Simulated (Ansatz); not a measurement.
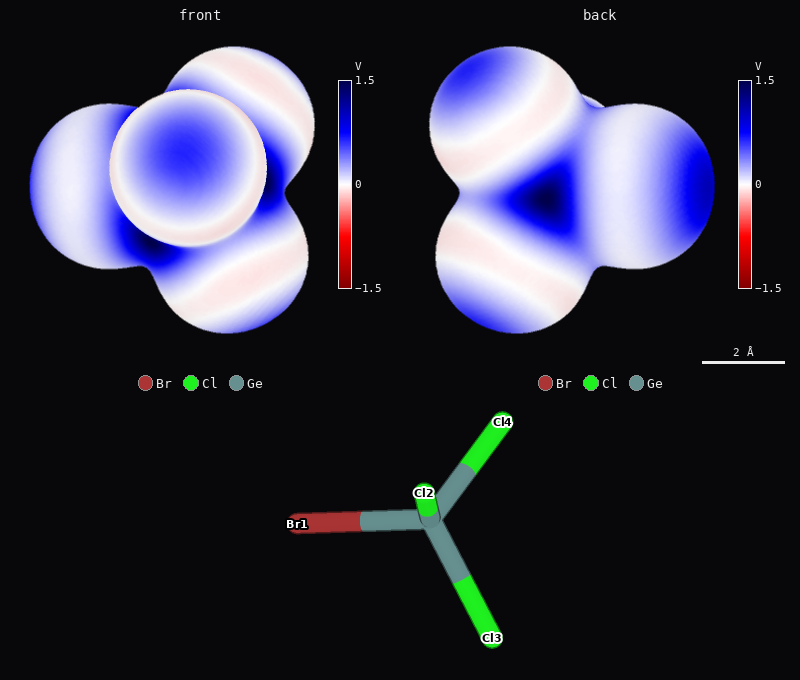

*BrCl₃Ge. The molecular electrostatic potential painted on the density surface at 0.002 e/bohr³, seen from the front and from behind; red is negative and blue positive. The bare structure is drawn below in the same view.*

Geometry: PBE0-D4/def2-SVP.

Theory: isolated molecule in a Gaussian basis; Kohn-Sham density functional theory, functional PBE0 (Ansatz 0.2.0).

```yaml
atoms:
  - { symbol: Br, position_ang: [-0.6897, 2.1618, 0.7761] }
  - { symbol: Cl, position_ang: [-2.8972, -0.3870, -0.4931] }
  - { symbol: Cl, position_ang: [-0.7938, 1.2509, -2.7085] }
  - { symbol: Cl, position_ang: [0.5115, -1.0133, -0.4315] }
  - { symbol: Ge, position_ang: [-0.9701, 0.4854, -0.7302] }
```

> Where is the surface potential most negative and most positive?

The most negative region (about −0.1 V) lies over Cl2, Cl3 and Cl4, the most positive (about +1.5 V) over Ge5. Br1 shows a σ-hole: about +1.0 V at the tip opposite its bond, against about +0.1 V on its flanks. Cl2 shows a σ-hole: about +0.6 V at the tip opposite its bond, against about 0.0 V on its flanks. Cl3 shows a σ-hole: about +0.6 V at the tip opposite its bond, against about 0.0 V on its flanks. Cl4 shows a σ-hole: about +0.6 V at the tip opposite its bond, against about 0.0 V on its flanks.

> How polar is the molecule by this calculation?

Its dipole moment is 0.39 D.
